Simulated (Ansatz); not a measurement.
# CH₇BSSi: small, medium and large basis sets

Aim: see how fast density functionals converge with the basis set for CH₇BSSi.

Computed with Ansatz 0.2.0, Gaussian basis. Level: one geometry, several basis sets.

The runs, in order: PBE0-D4/def2-SVP; ωB97M-V/def2-SVP; PBE0-D4/def2-QZVPP; ωB97M-V/def2-QZVPP; the functionals' def2-TZVPP values are taken from earlier runs.

## Step 1: The relaxed structure

The geometry comes from an earlier relaxation with PBE0-D4 in a triple-zeta def2 set; it is a stationary point, not always the lowest conformer.

SMILES `CBS[SiH3]`, 11 atoms, charge 0, spin multiplicity 1.

Atoms are counted from 1 here; the program's logs count them from 0.

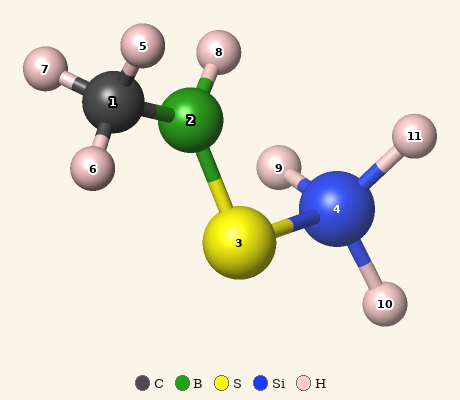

The geometry (carbon dark grey, boron green, sulfur yellow, silicon blue, hydrogen pink); atoms are numbered from 1 in the order of the file.

Coordinates:

```xyz
11
charge 0, multiplicity 1
C    -1.0435    1.9527    0.0814
B    -0.4332    0.5331   -0.1039
S     0.9937    0.0184    0.8514
Si    1.2333   -1.9688    0.0702
H    -1.0461    2.4772   -0.8816
H    -0.5399    2.5792    0.8191
H    -2.1000    1.8616    0.3610
H    -0.9068   -0.2405   -0.8889
H     0.0181   -2.7768    0.3350
H     2.3970   -2.5718    0.7663
H     1.4930   -1.9213   -1.3893
```

## Step 2: PBE0-D4 in def2-SVP

The input, in.yaml:

```yaml
crystal:
  periodic: [false, false, false]
  atoms:
    - {symbol: C, position_ang: [-1.043535, 1.952693, 0.081441]}
    - {symbol: B, position_ang: [-0.433241, 0.533052, -0.103888]}
    - {symbol: S, position_ang: [0.993697, 0.018431, 0.851399]}
    - {symbol: Si, position_ang: [1.233316, -1.968838, 0.070203]}
    - {symbol: H, position_ang: [-1.046134, 2.477216, -0.881604]}
    - {symbol: H, position_ang: [-0.539935, 2.579226, 0.819119]}
    - {symbol: H, position_ang: [-2.100018, 1.861636, 0.361021]}
    - {symbol: H, position_ang: [-0.906841, -0.240545, -0.888890]}
    - {symbol: H, position_ang: [0.018064, -2.776785, 0.334966]}
    - {symbol: H, position_ang: [2.397039, -2.571798, 0.766252]}
    - {symbol: H, position_ang: [1.492985, -1.921287, -1.389317]}
basis:
  gaussian: {orbitals: def2-SVP}
hamiltonian: {xc: pbe0, dispersion: d4}
output: {orbitals: {seedname: orbitals}}
```

Started as:

```bash
$ ansatz run in.yaml --threads 2 --pin off --events-out ev --progress --plain --max-ram 4352MiB
```

After this run come: ωB97M-V in def2-SVP; PBE0-D4 in def2-QZVPP; ωB97M-V in def2-QZVPP.

**Question.** What will the summary of the whole plan be? Wanted: PBE0-D4: double and triple zeta above quadruple; ωB97M-V: double and triple zeta above quadruple.

The runs gave:

| quantity | value |
| --- | --- |
| PBE0-D4: double and triple zeta above quadruple | 9.17, 0.70 eV |
| ωB97M-V: double and triple zeta above quadruple | 9.28, 0.66 eV |

**Reading.** For PBE0-D4 the step from double to triple zeta gains 8.46 eV and the next only 0.70 eV. Total energies overstate the basis error of differences, where much of it tends to cancel.
